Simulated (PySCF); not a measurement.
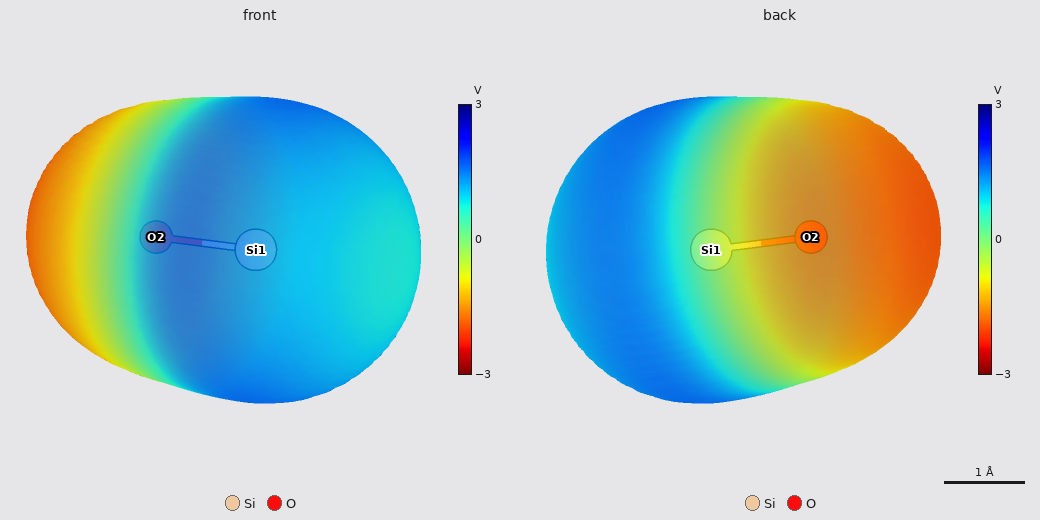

The picture shows: SiO. The electrostatic potential painted on the density surface at 0.002 e/bohr³, seen from the front and from behind; red is negative and blue positive.

Level of theory: PBE0/def2-TZVP, non-relativistic Hamiltonian with scalar-relativistic core potentials where named, at a bond length of 1.511 Å (PySCF).

Q: Where is the surface potential most negative and most positive?

A: The most negative region (about −2.0 V) lies over O2, the most positive (about +1.6 V) over Si1. O2 is the likeliest acceptor of a hydrogen bond.
